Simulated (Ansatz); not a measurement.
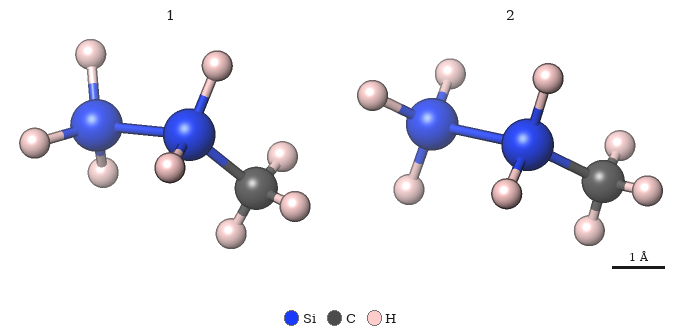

Two geometries of CH8Si2, drawn at one scale. One is the start of a relaxation, the other its converged end. A ball-and-stick model, seen from a free direction.

Computed with RKS r2SCAN-D4/6-31G* in Ansatz. (no spin polarisation; force threshold 0.02 eV/Å; at most 40 steps)

Which one is relaxed?

Structure 2 is the relaxed one. The run prepares the start of a later molecular dynamics calculation, from a guessed geometry. An H atom moves most after the best rigid fit: 0.92 Å. By element the largest moves are H 0.92 Å, Si 0.21 Å, C 0.19 Å. Some distances before and after: Si–Si 2.218 → 2.340 Å, H–Si 1.460 → 1.492 Å, C–Si 1.870 → 1.889 Å, C–H 1.110 → 1.096 Å. Among the angles between lasting bonds that change: H–Si–H 109.5° → 107.0°, C–Si–Si 109.5° → 111.6°, Si–Si–H 109.5° → 111.5°. Groups turn about Si–Si by about 50°. After 14 geometry steps the energy has fallen by 6.20 kcal/mol. The largest force component goes from 0.73 to 0.0066 eV/Å. The forces were under the threshold at step 8, but the run went on from there. Cost: 44 s on 1 thread of Intel(R) Xeon(R) Platinum 8488C (Sapphire Rapids) (shared host), peak memory 0.15 GiB.
